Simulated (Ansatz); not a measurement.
Results of r²SCAN-D4 in Ansatz (plane waves, PAW) for rock-salt NdN.

Settings: plane-wave cutoff 560 eV, 18×18×18 k mesh, Fermi–Dirac smearing 0.05 eV, spin-polarised with parallel moments, scalar-relativistic PAW data made under PBE.

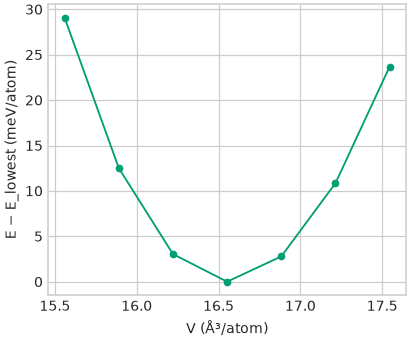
Figure. Total energy against volume

Question: From the curve, estimate the equilibrium volume and the bulk modulus.

Answer: V0 ≈ 16.6 Å³/atom and B0 ≈ 140 GPa; the fit gives V0 = 16.554 Å³/atom, B0 = 141 GPa, B′ = 3.9.

Note: the magnetic order was assumed, not searched for or taken from measurement; the 4f shell is treated without U or exact exchange, so its levels and filling can be wrong.

Spin–orbit coupling is not included; it can open a gap where bands touch, and shift volumes and moduli.

Computed values are for the static lattice.

Ansatz is a quantum-chemistry and plane-wave program.
